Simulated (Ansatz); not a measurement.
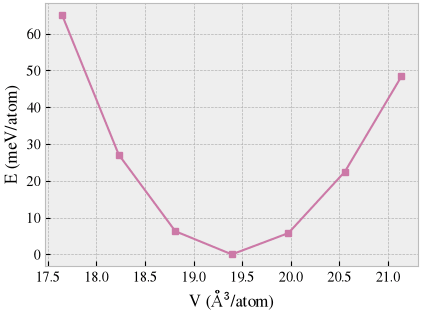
Figure. Hf₃Si in space group Fm-3m (No. 225; Si on 4a, Hf on 4b, Hf on 8c) under volume change, DFT-PBE in the program Ansatz with PAW potentials, scaled uniformly.

Problem. What does a third-order Birch–Murnaghan fit give for V₀, B₀ and B′?

Solution. V₀ = 19.39 Å³/atom, B₀ = 114 GPa, B′ = 4.1.

A made-up cell: these elements were put on the sites of a structure type; neither database checked (COD, Materials Project) lists it. Its standing as an ambient phase is unchecked. Symmetry was held in the PBE relaxation; its stability against distortions is not shown here. The run is not spin-polarised. Scalar-relativistic: spin–orbit coupling is off unless named, which matters more the heavier the elements.

Potentials: the later of the program's two PAW sets.
